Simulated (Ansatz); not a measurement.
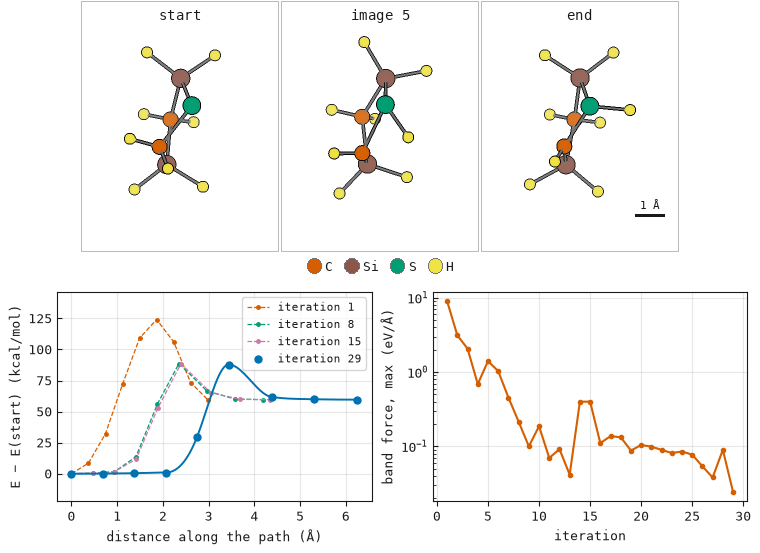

A nudged-elastic-band calculation for C2H8SSi2. Images are numbered from 0 (start) to 8 (end). The plot follows the band through its iterations. A ball-and-stick model, seen from a free direction.

The calculation used Ansatz 0.2.0, RKS B3LYP-D4/def2-SVP.

Input
```yaml
crystal:
  periodic: [false, false, false]
  atoms:
    - { symbol: C, position_ang: [-0.50956, 0.726052, -0.99587] }
    - { symbol: Si, position_ang: [-0.970236, -0.942147, -0.219308] }
    - { symbol: C, position_ang: [0.137281, -1.077116, 1.321925] }
    - { symbol: S, position_ang: [1.826344, -0.46127, 0.868199] }
    - { symbol: Si, position_ang: [1.149957, 1.266847, -0.256749] }
    - { symbol: H, position_ang: [-1.282202, 1.484099, -0.78705] }
    - { symbol: H, position_ang: [-0.426922, 0.629429, -2.090506] }
    - { symbol: H, position_ang: [-2.418504, -1.017732, 0.141734] }
    - { symbol: H, position_ang: [-0.642377, -2.060586, -1.148228] }
    - { symbol: H, position_ang: [-0.257724, -0.511329, 2.181372] }
    - { symbol: H, position_ang: [0.263935, -2.121877, 1.643994] }
    - { symbol: H, position_ang: [2.198955, 1.590485, -1.263839] }
    - { symbol: H, position_ang: [0.951454, 2.460544, 0.619026] }
basis:
  gaussian: { orbitals: def2-SVP }
hamiltonian:
  xc: b3lyp
  dispersion: d4
neb:
  order_check: false
  images: 7
  f_tol: 0.05
  max_iterations: 60
  initial_path: linear
  final_atoms:
    - { symbol: C, position_ang: [-0.4427495, 0.59311673, -1.09678788] }
    - { symbol: Si, position_ang: [-1.27204888, -0.80833221, -0.05935705] }
    - { symbol: C, position_ang: [-0.26313507, -0.86008026, 1.45760372] }
    - { symbol: S, position_ang: [1.38241297, -0.40423474, 1.34910666] }
    - { symbol: Si, position_ang: [1.05715058, 1.20388032, -0.17204123] }
    - { symbol: H, position_ang: [-1.15289172, 1.42492524, -1.23601736] }
    - { symbol: H, position_ang: [-0.15342212, 0.22607254, -2.09521787] }
    - { symbol: H, position_ang: [-2.70954123, -0.49677213, 0.21273209] }
    - { symbol: H, position_ang: [-1.27158782, -2.02023463, -0.95419857] }
    - { symbol: H, position_ang: [-0.49306132, -1.38477119, 2.38814148] }
    - { symbol: H, position_ang: [2.18068805, -1.24106507, 0.52109758] }
    - { symbol: H, position_ang: [2.3197427, 1.31781378, -0.95772228] }
    - { symbol: H, position_ang: [0.83884437, 2.41508062, 0.65736071] }
```

Command:
```bash
ansatz run input.yaml --threads 2 --pin off --max-ram 3072MiB --backend cpu --events-out ev --progress --plain --runs-dir out
```

Q: Judge this run.

A: The run is converged, with reservations. The band converged in 29 iterations. The largest component of the band force went from 9 to 0.024 eV/Å. The climbing image converged on the top of the path. Its curvatures weren't checked. The straight starting path can push atoms close together and costs iterations. The first iteration put the highest image at 124.1 kcal/mol. The energy climbs by 87.9 kcal/mol to image 5 and then falls by 28.3 kcal/mol, so the end point sits at +59.6 kcal/mol.
